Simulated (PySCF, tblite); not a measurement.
# C₈H₁₄OSi: geometry, infrared bands and NMR shifts

Wanted: the infrared bands and NMR shifts of C₈H₁₄OSi (`CC(=O)C#CCC[SiH](C)C`), by calculation.

The runs use tblite 0.8.0 and PySCF 2.14.0, with density-fitted response routines of our own; the level of theory stands in each step. All values are computed, except where a source is named. Atoms count from 0, in the outputs and in this text.

## 1. The molecule as given

24 atoms, charge 0, multiplicity 1; geometry from: force field or distance geometry start.

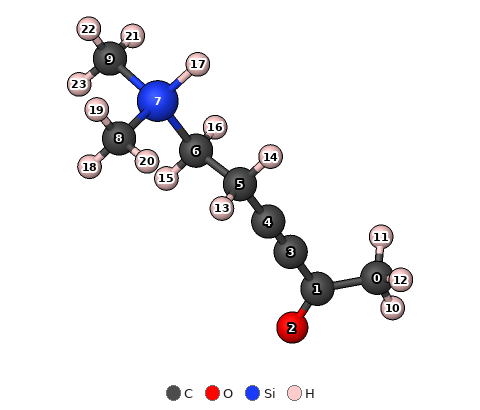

As it starts; carbon dark grey, oxygen red, silicon blue, hydrogen pink, atoms numbered; sticks join atoms by distance.

## 2. Relaxing the molecule with GFN2-xTB

The job: settings as JSON, then the geometry in Å.

```
{"job": {"kind": "relax", "xc": "GFN2-xTB", "basis": "xTB"}, "charge": 0, "multiplicity": 1}
C      5.123000     0.257500     0.269700
C      4.112300    -0.777200    -0.150100
O      4.418100    -1.806200    -0.746400
C      2.739600    -0.519600     0.215200
C      1.594600    -0.318400     0.531500
C      0.187000    -0.071700     0.884200
C     -0.659900     0.167000    -0.365400
Si    -2.481000     0.504400    -0.020600
C     -3.279700    -0.968800     0.798900
C     -3.368300     0.924600    -1.605400
H      6.110600    -0.042600    -0.058700
H      4.862200     1.214600    -0.193700
H      5.113100     0.364800     1.369100
H     -0.184500    -0.930400     1.450600
H      0.133700     0.806500     1.556300
H     -0.593200    -0.704600    -1.014900
H     -0.258100     1.020100    -0.920200
H     -2.576000     1.658300     0.892400
H     -3.214400    -1.852900     0.171800
H     -4.338900    -0.772400     0.999600
H     -2.805600    -1.184000     1.758000
H     -2.911200     1.803900    -2.082600
H     -4.412300     1.159300    -1.411500
H     -3.322800     0.087300    -2.320300
```

The run is started by

```bash
$ OMP_NUM_THREADS=1 python probes_run.py task.json out
```

This one command runs all jobs of the session in turn.

**Question.** This job is followed by: GFN2-xTB harmonic vibrations, gas phase; GIAO PBE0/pcSseg-1 NMR shielding, non-relativistic, gas phase. What will the session give for the following? strongest single infrared mode (GFN2-xTB); zero-point energy (GFN2-xTB); 13C shifts against TMS (PBE0/pcSseg-1, means over atoms taken as alike); 1H shifts against TMS (PBE0/pcSseg-1, means over atoms taken as alike); 17O shifts against H2O (PBE0/pcSseg-1); 29Si shifts against TMS (PBE0/pcSseg-1).

The runs gave:

| quantity | value |
| --- | --- |
| strongest single infrared mode (GFN2-xTB) | 1735 cm⁻¹, 426 km/mol |
| zero-point energy (GFN2-xTB) | 120.7 kcal/mol |
| 13C shifts against TMS (PBE0/pcSseg-1, means over atoms taken as alike) | 187.6, 102.9, 85.4, 36.4, 18.5, 17.1, -4.1 ppm |
| 1H shifts against TMS (PBE0/pcSseg-1, means over atoms taken as alike) | 4.32, 2.30, 2.28, 0.97, 0.11 ppm |
| 17O shifts against H2O (PBE0/pcSseg-1) | 698.2 ppm |
| 29Si shifts against TMS (PBE0/pcSseg-1) | -14.6 ppm |

**Reading.** Relaxing lowered the energy by 0.114 eV in 41 steps; the close pair that moved most is Si7–C8, from 1.865 to 1.903 Å. The lowest mode is slightly imaginary (5i cm⁻¹), a soft motion within the noise of the Hessian, so the minimum is not strictly shown. The strongest single mode, at 1735 cm⁻¹, moves mainly C1 and O2. GFN2-xTB is a fitted tight-binding method: band positions and strengths are rough. Its intensities can rank the bands wrongly. At PBE0/pcSseg-1: Shielding is most anisotropic at O2 (span 1320 ppm, paramagnetic term -760 ppm).
